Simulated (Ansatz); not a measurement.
Potential energy surface of H2Mg, singlet: map of symmetric stretch and bend. Scanned: Mg-H bond length and H-Mg-H angle.

Cartesian coordinates as functions of the variables (Å; names that start with a are angles):
```
Mg  0  0  0
H  r*sin(a/2)  0  r*cos(a/2)
H  -r*sin(a/2)  0  r*cos(a/2)
```

Computed with RHF/def2-TZVP run with Ansatz (a first-principles code).

Energy in kJ/mol above the lowest grid point; x is the Mg-H bond length (Å), y the H-Mg-H angle (°).

```csv
y \ x,1.45,1.54,1.62,1.72,1.80,1.88,1.96,2.07,2.15,2.21,2.31
180,87.4,32.6,7.8,0.0,7.6,24.4,48.0,88.3,121.6,148.1,194.0
171.08,88.8,34.0,9.1,1.3,8.9,25.6,49.1,89.4,122.7,149.2,195.1
161.03,93.6,38.8,13.7,5.8,13.2,29.8,53.2,93.3,126.5,152.9,198.6
147.54,105.7,50.6,25.3,16.9,24.1,40.3,63.4,103.1,135.9,162.0,207.4
139.83,115.7,60.3,34.8,26.1,33.0,49.0,71.8,111.1,143.6,169.5,214.5
130.09,131.9,76.1,50.2,41.0,47.4,62.9,85.3,124.0,156.1,181.6,226.0
118.46,157.6,101.0,74.4,64.2,69.9,84.7,106.3,143.9,175.3,200.3,243.8
112.23,174.6,117.5,90.3,79.5,84.7,99.0,120.1,157.0,187.8,212.5,255.3
99.57,217.7,159.1,130.6,118.1,121.9,134.8,154.6,189.6,219.2,242.8,284.1
90.30,258.0,197.9,168.1,154.0,156.5,168.1,186.5,219.9,248.2,270.9,310.7
79.43,316.6,254.5,222.9,206.4,207.1,216.8,233.4,264.3,290.8,312.2,349.7
70,378.5,314.8,281.6,263.1,262.0,269.9,284.7,313.1,337.7,357.8,393.0
```

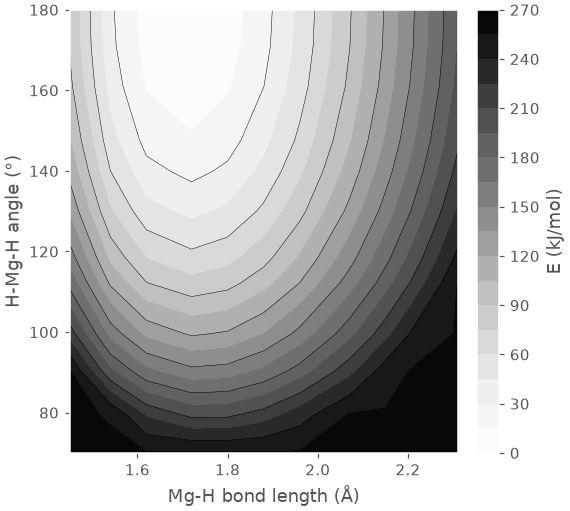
Figure: Energy surface, cut off at 256 kJ/mol.

Points that lie below all their neighbours on the grid: x = 1.72, y = 180 on the edge of the grid (0.0 kJ/mol).
